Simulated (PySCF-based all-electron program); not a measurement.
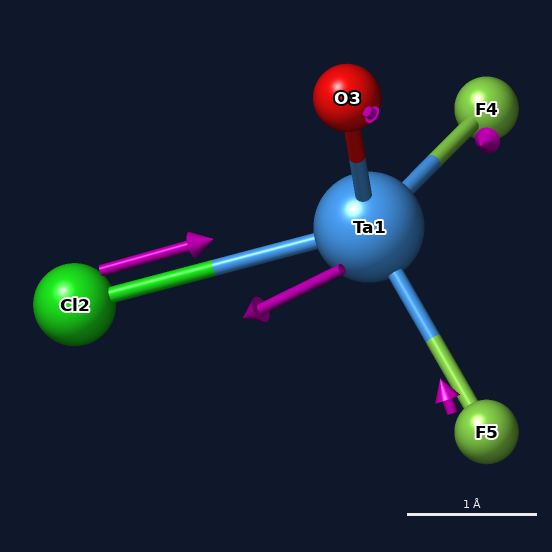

Arrows show the forces on the atoms, 0.4 Å of arrow for 1 eV/Å; forces under a tenth of the largest aren't drawn. The species is neutral and a spin singlet. Level of theory: PBE, all-electron, scalar-relativistic (Koelling-Harmon), large uncontracted Gaussian sets (PySCF-based all-electron program).

> Which bond do the forces act along most?

Ta1–Cl2, now 2.508 Å: the forces pull its atoms together, so a first step downhill shortens it.

List the force components in the frame of the picture (x right, y up, z towards the viewer), in eV/Å.

| atom | Fx | Fy | Fz |
| --- | --- | --- | --- |
| Ta1 | −1.93 | −0.95 | −1.31 |
| Cl2 | 2.18 | 0.61 | 0.84 |
| O3 | 0.23 | −0.15 | −0.21 |
| F4 | −0.24 | −0.19 | 0.65 |
| F5 | −0.24 | 0.68 | 0.03 |
